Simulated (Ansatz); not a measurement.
## Frequency calculation, with input and output: HfH$_{3}$SCl$_{3}$O

System: HfH$_{3}$SCl$_{3}$O.
Method: RKS B3LYP-D4/def2-SVP (Ansatz 0.2.0).

It belongs to a series of runs on one base structure; here: vibrations at the highest image of the band. Figures and captions count atoms from 1; the log counts them from 0 in places.

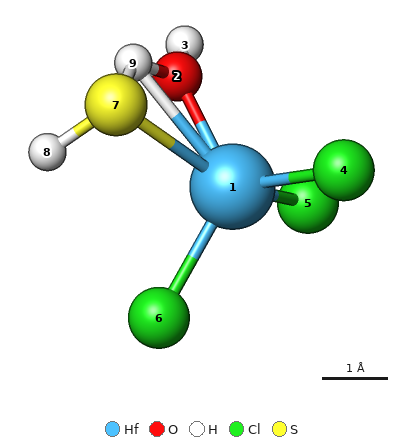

Figure 1. The structure (ball-and-stick view, seen at a tilt; atoms are numbered from 1 in the order of the input). Sticks mark near contacts.

**Input**
```yaml
crystal:
  periodic: [false, false, false]
  atoms:
    - { symbol: Hf, position_ang: [0.17549, -0.354955, -0.092739] }
    - { symbol: O, position_ang: [-0.058367, -0.263657, 1.994293] }
    - { symbol: H, position_ang: [-0.469132, 0.351415, 2.619239] }
    - { symbol: Cl, position_ang: [2.191734, 0.389923, -1.033959] }
    - { symbol: Cl, position_ang: [-1.185784, 1.586505, -0.198322] }
    - { symbol: Cl, position_ang: [-1.035391, -1.861361, -1.437168] }
    - { symbol: S, position_ang: [1.420496, -2.390713, 1.285264] }
    - { symbol: H, position_ang: [0.398442, -3.274149, 1.192731] }
    - { symbol: H, position_ang: [0.601714, -1.283609, 2.172562] }
basis:
  gaussian: { orbitals: def2-SVP }
hamiltonian:
  xc: b3lyp
  dispersion: d4
phonons: {}
```

Hardware: 4 threads of AMD EPYC (Zen 3), 32 GiB of memory available, shared host.

Run as:
```bash
ansatz run input.yaml --threads 4 --pin off --max-ram 5120MiB --backend cpu --events-out ev --progress --plain --runs-dir out
```

**What the program printed**
```
Engine: ansatz 0.2.0, x86_64-unknown-linux-gnu
Functional definition: B3LYP
  parameter a0 = 0.2
  parameter ax = 0.72
  parameter ac = 0.81
  exchange = (1 - a0 - ax)*slater_x + ax*b88_x + a0*exact_x
  correlation = (1 - ac)*vwn_rpa_c + ac*lyp_c
1342 factors; integrals over basis functions are off by at most 4.3e-4 eV
mean field evaluation 1: about -51794.1648 eV, gradient 5.3e1 eV
mean field evaluation 2: about -51771.3855 eV, gradient 1.2e2 eV
mean field evaluation 4: about -51799.4102 eV, gradient 4.2e0 eV
mean field evaluation 8: about -51799.4978 eV, gradient 4.1e-1 eV
mean field evaluation 16: about -51799.4983 eV, gradient 4.1e-5 eV
mean field -51799.49828451 eV, -1903.5964509946 hartree, gradient 4.0e-5 eV, S^2 0.000000; 0 other end points of the search recorded, 0 dependent functions left out
the calculation of the forces begins
reference -51799.49863281 eV, -1903.5964637944 hartree; 45, 45 occupied and 88, 88 virtual orbitals, 1342 factors
these checks for a lower state are left out or cut short: stability, starts, cluster_reference, orbital_swaps, neighbouring_geometries, increment
1342 factors; integrals over basis functions are off by at most 4.3e-4 eV
mean field -51799.49823492 eV, -1903.5964491722 hartree, gradient 1.0e-6 eV, S^2 0.000000; 0 other end points of the search recorded, 0 dependent functions left out
[... from here on the field's lines of each further geometry are left out, up to the last ...]
the calculation of the forces begins
reference -51799.49859693 eV, -1903.5964624760 hartree; 45, 45 occupied and 88, 88 virtual orbitals, 1342 factors
these checks for a lower state are left out or cut short: stability, starts, cluster_reference, orbital_swaps, neighbouring_geometries, increment
1342 factors; integrals over basis functions are off by at most 4.3e-4 eV
mean field -51799.49827774 eV, -1903.5964507458 hartree, gradient 2.3e-6 eV, S^2 0.000000; 0 other end points of the search recorded, 0 dependent functions left out
the calculation of the forces begins
reference -51799.49862603 eV, -1903.5964635453 hartree; 45, 45 occupied and 88, 88 virtual orbitals, 1342 factors
WARN: phonons: modes at or below zero, which the zero-point energy, F, S and C_V leave out: 1, the lowest at -1038.60 cm⁻¹. A minimum has none, and a first-order saddle one
Total energy: -51800.01207480 eV, -1903.6153324398 hartree
Atom 0 at     0.175490    -0.354955    -0.092739 Å, force     0.004189    -0.000260     0.001264 eV/Å
Atom 1 at    -0.058367    -0.263657     1.994293 Å, force    -0.001305     0.001145    -0.009983 eV/Å
Atom 2 at    -0.469132     0.351415     2.619239 Å, force     0.002969    -0.005364     0.005914 eV/Å
Atom 3 at     2.191734     0.389923    -1.033959 Å, force    -0.001172     0.000878    -0.000595 eV/Å
Atom 4 at    -1.185784     1.586505    -0.198322 Å, force    -0.000056     0.000557    -0.000462 eV/Å
Atom 5 at    -1.035391    -1.861361    -1.437168 Å, force    -0.000147    -0.000377     0.000839 eV/Å
Atom 6 at     1.420496    -2.390713     1.285264 Å, force    -0.002167    -0.005036    -0.003051 eV/Å
Atom 7 at     0.398442    -3.274149     1.192731 Å, force     0.002991     0.000855     0.001197 eV/Å
Atom 8 at     0.601714    -1.283609     2.172562 Å, force    -0.005302     0.007602     0.004877 eV/Å
Dipole moment:    -0.200124    -0.071276     0.717404 e Å
Vibrations: -1038.60 47.41 85.05 96.67 111.25 112.68 118.13 223.47 292.22 358.74 371.77 381.86 390.48 428.71 510.29 598.01 739.66 1121.90 1484.75 2670.19 3813.47 cm⁻¹, zero-point energy 0.865205 eV
```

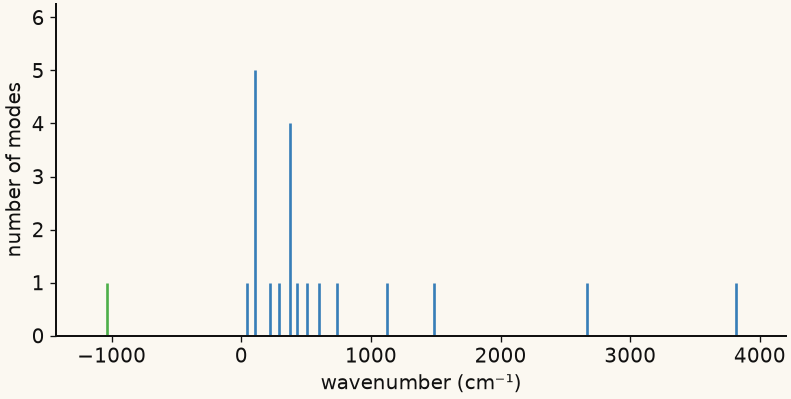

Figure 2. Harmonic vibrational wavenumbers from the force constants; neighbouring modes closer than 22 cm⁻¹ are counted in one stick, and imaginary ones are drawn at negative wavenumbers. 21 modes from 1039i to 3813 cm⁻¹, 1 imaginary beyond 8i (1039i cm⁻¹): a first-order saddle point, if the geometry is stationary.

**Summary**

| quantity | value |
| --- | --- |
| outcome | converged |
| total energy | −51800.0121 eV |
| mean-field energy | −51799.4986 eV |
| largest force (length of the vector) | 0.010 eV/Å |
| wall time | 2.1 min (CPU time 7.8 min) |
| peak memory | 0.4 GiB |
